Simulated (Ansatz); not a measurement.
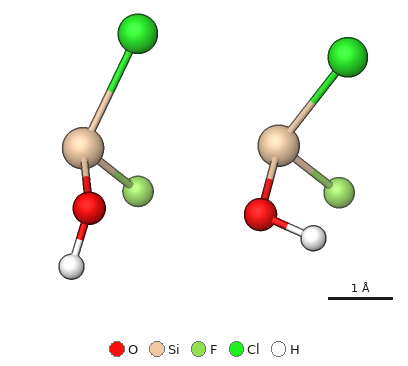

Two geometries of SiHOClF (multiplicity 2) (coarse preliminary run), drawn at one scale. One is the start of a relaxation, the other its converged end. The picture is a ball-and-stick view, seen from a free direction.

Computed with Ansatz, UKS PBE-D4/def2-SVP. Settings: force threshold 0.03 eV/Å; at most 200 steps.

> Which one is relaxed?

The left one is the relaxed one. The start comes from a force field. The energy falls by 36.8 kJ/mol in 28 accepted moves (30 points after the start). The largest force component goes from 2.5 to 0.015 eV/Å. The line search rejected the trial steps at points 22, 28 of the run. The largest move after the best rigid fit is that of the H atom, 0.78 Å. Largest moves by element: H 0.78 Å, O 0.63 Å, Cl 0.44 Å, Si 0.19 Å, F 0.07 Å. Near-neighbour distances that change, for instance: Cl–Si 1.973 → 2.074 Å, F–Si 1.593 → 1.642 Å, O–Si 1.623 → 1.671 Å, H–O 1.017 → 0.975 Å. Among the angles between lasting bonds that change: O–Si–F 105.0° → 109.6°, F–Si–Cl 106.2° → 108.9°. Groups turn about O–Si by about 115°. The run took roughly 70 core-seconds on a shared host.
